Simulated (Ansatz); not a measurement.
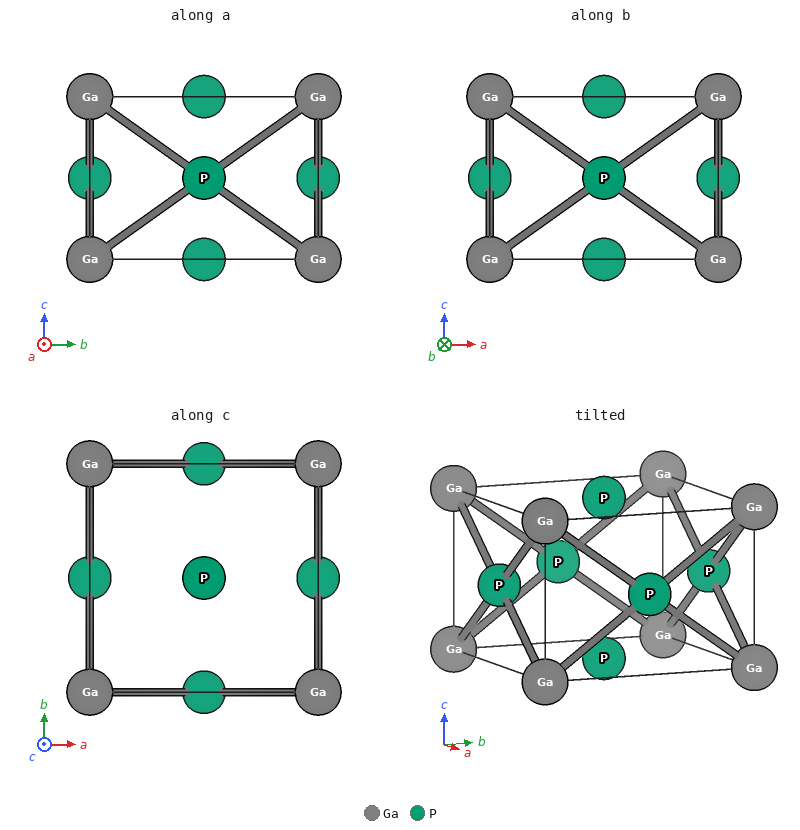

Drawn in the ball-and-stick manner and seen along the a axis, along the b axis, along the c axis and slightly off an axis. The parallelepiped is the conventional unit cell.

Lattice parameters: a = 4.4201 Å, b = 4.4201 Å, c = 3.1503 Å, α = 90.000°, β = 90.000°, γ = 90.000°.

Express the structure as a CIF in P1 with every atom of the cell.

```cif
data_structure
_symmetry_space_group_name_H-M 'P 1'
_symmetry_Int_Tables_number 1
_cell_length_a 4.4201
_cell_length_b 4.4201
_cell_length_c 3.1503
_cell_angle_alpha 90.000
_cell_angle_beta 90.000
_cell_angle_gamma 90.000
_cell_volume 61.55
loop_
_atom_site_label
_atom_site_type_symbol
_atom_site_fract_x
_atom_site_fract_y
_atom_site_fract_z
_atom_site_occupancy
Ga1 Ga 0.0000 0.0000 0.0000 1
P1 P 0.0000 0.5000 0.5000 1
P2 P 0.5000 0.0000 0.5000 1
P3 P 0.5000 0.5000 0.0000 1
```

Origin of the cell: a structure type filled with these elements by a generator (whether the compound takes this form wasn't checked). The picture shows the end point of a geometry optimisation with DFT PBE, scalar-relativistic, plane waves, PAW in Ansatz 0.2.0.
